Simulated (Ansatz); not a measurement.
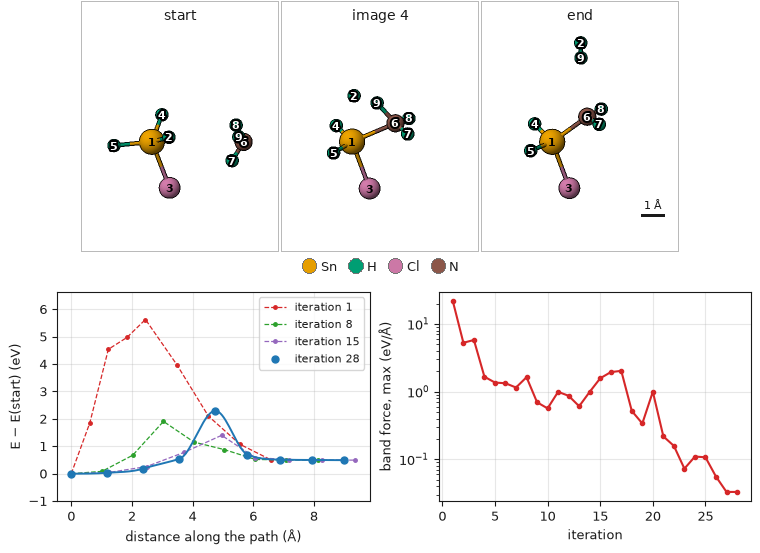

NEB run on SnNH$_{6}$Cl, made up at the start of SnH₃Cl and NH3. Images are numbered from 0 (start) to 8 (end). The plot follows the band through its iterations. A ball-and-stick model, seen at a tilt.

Computed with RHF/def2-SVP in Ansatz. Run with 7 movable images; climbing image; force threshold 0.05 eV/Å; iteration limit 60; starting path through a guess of the saddle point.

> Judge this run.

The result is final at these settings. The band converged in 28 iterations. The largest component of the band force went from 22 to 0.033 eV/Å. The climbing image converged on the top of the path. Its vibrational analysis gives one imaginary mode (1952i cm⁻¹), as a transition state must have. The first iteration put the highest image at 5.62 eV. Forward barrier 2.30 eV, backward barrier 1.80 eV, with image 4 at the top; the reaction energy is +0.50 eV.

Limits of the set-up: the start holds two separate molecules, 3.0 Å apart at their closest, whose relative position is a soft coordinate and is computed without a dispersion correction; Hartree-Fock leaves out electron correlation.

Cost: 3.3 min on 2 threads of AMD EPYC 7B13 (Zen 3), on a shared host, peak memory 0.2 GiB.
